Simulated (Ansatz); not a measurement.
## Geometry relaxation of MoNH2F6 (part 2 of 2)

Continued. System: MoNH2F6, multiplicity 2. Method: UKS PBE/def2-SVP (Ansatz 0.2.0). It belongs to a series of runs on one base structure; here: end point A relaxed.

Geometry of the input (Å):
```
Mo 0.2018  -0.0288  0.0508
F  0.8672  -0.0999  1.7319
F  1.9275  -0.0262  -0.6176
F  0.2208  1.8141  0.1219
F  -1.5291  -0.0364  0.6681
F  0.1798  -1.8753  0.0035
F  -0.4131  0.0280  -1.6914
N  -0.7401  0.1929  3.6065
H  -0.6366  -0.7404  4.0656
H  -0.0783  0.7720  4.1707
```

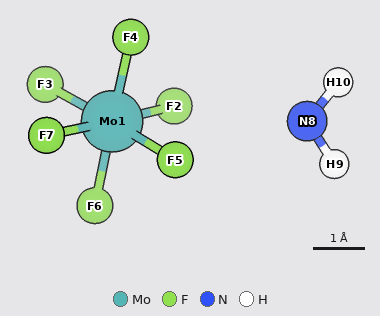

Fig. 1: The geometry at step 12 of the log (ball-and-stick view, seen on its broad side; atoms are numbered from 1 in the order of the input).

## Trajectory as extended XYZ, continued
```
10
Properties=species:S:1:pos:R:3:forces:R:3 step=4 energy=-19654.16738
Mo    0.2272   -0.0332   -0.0101   -0.0002  -0.0146   0.0555
F     0.9806   -0.1230    1.6734    0.0051   0.0014  -0.0378
F     1.9256   -0.0295   -0.7395   -0.0047   0.0010  -0.0150
F     0.2538    1.8075    0.0799    0.0024   0.0068   0.0015
F    -1.4772   -0.0412    0.6749    0.0197  -0.0013  -0.0080
F     0.1983   -1.8775   -0.0699    0.0007  -0.0018  -0.0037
F    -0.4529    0.0415   -1.7243   -0.0034   0.0036   0.0043
N    -0.7942    0.1842    3.7123    0.0917  -0.0441   0.1589
H    -0.6906   -0.7258    4.2229   -0.0387   0.0766  -0.0772
H    -0.1706    0.7970    4.2906   -0.0727  -0.0278  -0.0783
10
Properties=species:S:1:pos:R:3:forces:R:3 step=5 energy=-19654.16993
Mo    0.2381   -0.0372   -0.0072    0.0064   0.0046   0.0333
F     1.0331   -0.1351    1.6562   -0.0087   0.0001  -0.0314
F     1.9175   -0.0265   -0.7811   -0.0200  -0.0003  -0.0027
F     0.2644    1.8033    0.0932    0.0038  -0.0017   0.0009
F    -1.4500   -0.0517    0.7163    0.0227  -0.0057  -0.0187
F     0.2100   -1.8811   -0.0786    0.0021  -0.0027   0.0003
F    -0.4838    0.0482   -1.7044   -0.0002   0.0024   0.0125
N    -0.7935    0.1910    3.6984    0.0069   0.0069  -0.0001
H    -0.7311   -0.7166    4.2123   -0.0093  -0.0121   0.0045
H    -0.2047    0.8055    4.3048   -0.0036   0.0086   0.0014
10
Properties=species:S:1:pos:R:3:forces:R:3 step=6 energy=-19654.17001
Mo    0.2389   -0.0376   -0.0096    0.0022   0.0049   0.0250
F     1.0338   -0.1362    1.6534   -0.0055  -0.0007  -0.0235
F     1.9179   -0.0265   -0.7842   -0.0191  -0.0002  -0.0022
F     0.2651    1.8028    0.0916    0.0039  -0.0023   0.0004
F    -1.4488   -0.0528    0.7146    0.0195  -0.0056  -0.0170
F     0.2109   -1.8815   -0.0824    0.0024  -0.0014   0.0006
F    -0.4841    0.0487   -1.7064    0.0009   0.0024   0.0146
N    -0.7947    0.1925    3.7043    0.0046   0.0108  -0.0130
H    -0.7321   -0.7158    4.2164   -0.0090  -0.0204   0.0096
H    -0.2070    0.8062    4.3123   -0.0001   0.0125   0.0054
10
Properties=species:S:1:pos:R:3:forces:R:3 step=7 energy=-19654.17137
Mo    0.2504   -0.0433   -0.0185    0.0169   0.0076   0.0181
F     1.0799   -0.1558    1.6258   -0.0107   0.0004  -0.0413
F     1.9113   -0.0198   -0.8322   -0.0322  -0.0008   0.0081
F     0.2741    1.7964    0.0999    0.0029  -0.0102   0.0011
F    -1.4230   -0.0728    0.7368    0.0102  -0.0053  -0.0157
F     0.2271   -1.8869   -0.1101    0.0024   0.0065  -0.0006
F    -0.5106    0.0593   -1.6988    0.0128  -0.0014   0.0290
N    -0.7719    0.2003    3.7029    0.0369  -0.0252   0.0801
H    -0.7900   -0.6976    4.2411   -0.0069   0.0586  -0.0387
H    -0.2472    0.8202    4.3631   -0.0322  -0.0302  -0.0402
10
Properties=species:S:1:pos:R:3:forces:R:3 step=8 energy=-19654.16993 accepted=F
Mo    0.2620   -0.0509   -0.0287    0.0310   0.0063  -0.0035
F     1.1261   -0.1817    1.5945   -0.0092   0.0004  -0.0530
F     1.9035   -0.0089   -0.8815   -0.0444   0.0008   0.0185
F     0.2803    1.7875    0.1136    0.0013  -0.0184   0.0015
F    -1.3973   -0.1015    0.7556    0.0019  -0.0053  -0.0082
F     0.2474   -1.8936   -0.1468   -0.0013   0.0170  -0.0009
F    -0.5369    0.0727   -1.6914    0.0261  -0.0055   0.0434
N    -0.7353    0.2107    3.7038    0.0783  -0.1205   0.3978
H    -0.8628   -0.6700    4.2690    0.0200   0.2471  -0.1986
H    -0.2869    0.8358    4.4220   -0.1037  -0.1219  -0.1971
10
Properties=species:S:1:pos:R:3:forces:R:3 step=9 energy=-19654.17225
Mo    0.2542   -0.0471   -0.0189   -0.0007  -0.0061   0.0039
F     1.1001   -0.1705    1.6141    0.0022  -0.0025  -0.0067
F     1.9046   -0.0121   -0.8513    0.0011   0.0019   0.0011
F     0.2733    1.7911    0.1178   -0.0005   0.0014   0.0011
F    -1.4160   -0.0917    0.7420    0.0039  -0.0022  -0.0017
F     0.2378   -1.8901   -0.1245    0.0007   0.0023  -0.0011
F    -0.5184    0.0681   -1.6924   -0.0035   0.0014   0.0007
N    -0.7573    0.2061    3.6995    0.0097  -0.0033   0.0199
H    -0.8260   -0.6795    4.2505   -0.0073   0.0070  -0.0089
H    -0.2524    0.8256    4.3732   -0.0055   0.0001  -0.0084
10
Properties=species:S:1:pos:R:3:forces:R:3 step=10 energy=-19654.17257
Mo    0.2659   -0.0587   -0.0240   -0.0030  -0.0028  -0.0436
F     1.1531   -0.2130    1.5828   -0.0102   0.0011  -0.0004
F     1.8929    0.0091   -0.9010   -0.0178   0.0059   0.0254
F     0.2719    1.7761    0.1593   -0.0001  -0.0274  -0.0019
F    -1.3921   -0.1416    0.7616    0.0262  -0.0018   0.0024
F     0.2660   -1.9000   -0.1704   -0.0046   0.0256  -0.0039
F    -0.5441    0.0912   -1.6783    0.0057  -0.0043   0.0238
N    -0.7365    0.2314    3.7020   -0.0103  -0.1803   0.1594
H    -0.9119   -0.6365    4.2692    0.0317   0.2004  -0.1349
H    -0.2652    0.8419    4.4087   -0.0176  -0.0164  -0.0264
10
Properties=species:S:1:pos:R:3:forces:R:3 step=11 energy=-19654.17292
Mo    0.2663   -0.0615   -0.0293    0.0350  -0.0047   0.0216
F     1.1541   -0.2202    1.5764   -0.0012  -0.0042  -0.0394
F     1.8930    0.0163   -0.9048   -0.0029   0.0050   0.0067
F     0.2666    1.7721    0.1618   -0.0040  -0.0065  -0.0048
F    -1.3888   -0.1531    0.7605   -0.0086  -0.0011   0.0161
F     0.2712   -1.9014   -0.1852   -0.0042   0.0064  -0.0079
F    -0.5472    0.0930   -1.6810    0.0003  -0.0016   0.0038
N    -0.6927    0.2257    3.7010   -0.0251  -0.1023   0.2143
H    -0.9468   -0.6162    4.2753    0.0333   0.1364  -0.1296
H    -0.2757    0.8453    4.4355   -0.0227  -0.0274  -0.0807
10
Properties=species:S:1:pos:R:3:forces:R:3 step=12 energy=-19654.17419
Mo    0.2687   -0.0626   -0.0266    0.0080   0.0004   0.0064
F     1.1666   -0.2232    1.5727   -0.0002  -0.0045  -0.0078
F     1.8905    0.0224   -0.9102    0.0011   0.0035   0.0038
F     0.2643    1.7704    0.1683   -0.0031  -0.0035  -0.0029
F    -1.3819   -0.1605    0.7724    0.0042  -0.0024   0.0061
F     0.2771   -1.9020   -0.1876   -0.0020   0.0010  -0.0068
F    -0.5535    0.0930   -1.6736   -0.0032  -0.0004  -0.0014
N    -0.7051    0.2318    3.6997   -0.0089  -0.0496   0.0890
H    -0.9694   -0.6065    4.2691    0.0148   0.0679  -0.0570
H    -0.2575    0.8371    4.4257   -0.0107  -0.0125  -0.0294
10
Properties=species:S:1:pos:R:3:forces:R:3 step=13 energy=-19654.17504
Mo    0.2720   -0.0680   -0.0254   -0.0029   0.0115  -0.0062
F     1.1826   -0.2396    1.5654   -0.0026  -0.0049   0.0050
F     1.8875    0.0372   -0.9185   -0.0044   0.0011   0.0062
F     0.2557    1.7631    0.1859   -0.0008  -0.0095  -0.0027
F    -1.3715   -0.1847    0.7863    0.0106  -0.0056  -0.0022
F     0.2899   -1.9056   -0.2064    0.0002   0.0031  -0.0054
F    -0.5631    0.0977   -1.6651   -0.0018  -0.0010   0.0046
N    -0.7064    0.2512    3.7001    0.0055  -0.0108   0.0204
H    -1.0122   -0.5805    4.2554    0.0107   0.0389  -0.0112
H    -0.2345    0.8293    4.4322   -0.0144  -0.0228  -0.0084
10
Properties=species:S:1:pos:R:3:forces:R:3 step=14 energy=-19654.17483 accepted=F
Mo    0.2788   -0.0835   -0.0233   -0.0095   0.0187  -0.0133
F     1.2166   -0.2892    1.5475   -0.0157   0.0009  -0.0052
F     1.8801    0.0784   -0.9354   -0.0386  -0.0051   0.0266
F     0.2300    1.7413    0.2370    0.0068  -0.0482  -0.0045
F    -1.3484   -0.2548    0.8151    0.0437  -0.0090  -0.0293
F     0.3244   -1.9153   -0.2632    0.0001   0.0443  -0.0006
F    -0.5856    0.1131   -1.6451    0.0053  -0.0069   0.0289
N    -0.6902    0.3000    3.6988   -0.0383  -0.1214   0.1209
H    -1.1243   -0.5037    4.2207    0.1489   0.2585  -0.0732
H    -0.1814    0.8138    4.4578   -0.1027  -0.1318  -0.0503
10
Properties=species:S:1:pos:R:3:forces:R:3 step=15 energy=-19654.17536
Mo    0.2720   -0.0700   -0.0233    0.0034  -0.0021  -0.0028
F     1.1842   -0.2491    1.5655   -0.0024  -0.0032   0.0014
F     1.8868    0.0431   -0.9161    0.0017   0.0014  -0.0017
F     0.2519    1.7597    0.1955   -0.0016   0.0025   0.0014
F    -1.3698   -0.1952    0.7898   -0.0016  -0.0041   0.0039
F     0.2930   -1.9064   -0.2151    0.0021  -0.0018  -0.0060
F    -0.5658    0.1013   -1.6611   -0.0009   0.0007  -0.0003
N    -0.6991    0.2548    3.6944    0.0075   0.0073   0.0147
H    -1.0224   -0.5692    4.2500    0.0014   0.0149  -0.0022
H    -0.2309    0.8309    4.4302   -0.0097  -0.0157  -0.0083
10
Properties=species:S:1:pos:R:3:forces:R:3 step=16 energy=-19654.17673
Mo    0.2752   -0.0827   -0.0200    0.0110  -0.0181  -0.0084
F     1.2018   -0.2956    1.5565   -0.0101   0.0020  -0.0181
F     1.8825    0.0754   -0.9203   -0.0166  -0.0004   0.0084
F     0.2306    1.7411    0.2411    0.0026  -0.0176   0.0033
F    -1.3560   -0.2534    0.8079    0.0059  -0.0051  -0.0078
F     0.3173   -1.9137   -0.2655    0.0031   0.0313  -0.0001
F    -0.5802    0.1175   -1.6459    0.0051  -0.0004   0.0176
N    -0.6792    0.2920    3.6875   -0.0325  -0.0694   0.0740
H    -1.0942   -0.5085    4.2226    0.0638   0.1246  -0.0511
H    -0.1979    0.8279    4.4460   -0.0322  -0.0470  -0.0179
10
Properties=species:S:1:pos:R:3:forces:R:3 step=17 energy=-19654.17689
Mo    0.2773   -0.0982   -0.0172    0.0221  -0.0246  -0.0145
F     1.2157   -0.3493    1.5474   -0.0227   0.0065  -0.0473
F     1.8779    0.1116   -0.9210   -0.0503  -0.0055   0.0319
F     0.2059    1.7174    0.2954    0.0082  -0.0670  -0.0046
F    -1.3442   -0.3212    0.8201    0.0293  -0.0046  -0.0245
F     0.3447   -1.9213   -0.3242    0.0002   0.0916   0.0116
F    -0.5937    0.1367   -1.6309    0.0145  -0.0055   0.0461
N    -0.6588    0.3390    3.6822   -0.1256  -0.2058   0.1978
H    -1.1622   -0.4365    4.1899    0.1917   0.2942  -0.1436
H    -0.1626    0.8220    4.4683   -0.0676  -0.0792  -0.0530
10
Properties=species:S:1:pos:R:3:forces:R:3 step=18 energy=-19654.17917
Mo    0.2778   -0.0977   -0.0205    0.0350   0.0057   0.0108
F     1.2194   -0.3382    1.5427   -0.0119  -0.0038  -0.0296
F     1.8755    0.1125   -0.9271   -0.0214  -0.0010   0.0094
F     0.2037    1.7174    0.2881    0.0021  -0.0265  -0.0037
F    -1.3430   -0.3208    0.8164   -0.0003  -0.0085   0.0011
F     0.3501   -1.9199   -0.3181    0.0006   0.0255  -0.0009
F    -0.5954    0.1299   -1.6331    0.0024  -0.0003   0.0139
N    -0.6461    0.3310    3.6895   -0.0503  -0.0584   0.0617
H    -1.1853   -0.4168    4.1879    0.0693   0.0995  -0.0427
H    -0.1566    0.8025    4.4844   -0.0254  -0.0322  -0.0199
10
Properties=species:S:1:pos:R:3:forces:R:3 step=19 energy=-19654.18120
Mo    0.2832   -0.1081   -0.0177   -0.0209  -0.0062  -0.0111
F     1.2408   -0.3800    1.5285    0.0095  -0.0037   0.0127
F     1.8679    0.1345   -0.9369    0.0024   0.0027  -0.0011
F     0.1995    1.6984    0.3286   -0.0005  -0.0005   0.0070
F    -1.3259   -0.3677    0.8326    0.0060  -0.0038  -0.0037
F     0.3677   -1.9209   -0.3619    0.0031  -0.0001  -0.0062
F    -0.6136    0.1478   -1.6128    0.0007   0.0023   0.0055
N    -0.6431    0.3547    3.6853    0.0057   0.0077   0.0063
H    -1.2204   -0.3667    4.1731   -0.0023   0.0064  -0.0017
H    -0.1560    0.8081    4.4911   -0.0037  -0.0047  -0.0077
```

## Results in brief

| quantity | value |
| --- | --- |
| outcome | converged |
| total energy | −19654.1813 eV |
| mean-field energy | −19654.1813 eV |
| ⟨S²⟩ | 0.754 |
| largest force (length of the vector) at the end | 0.024 eV/Å |
| hardware | 4 threads of AMD EPYC (Zen 3), 24 GiB of memory available, shared host |
| wall time | 56 s (CPU time 3.5 min) |
| peak memory | 0.33 GiB |
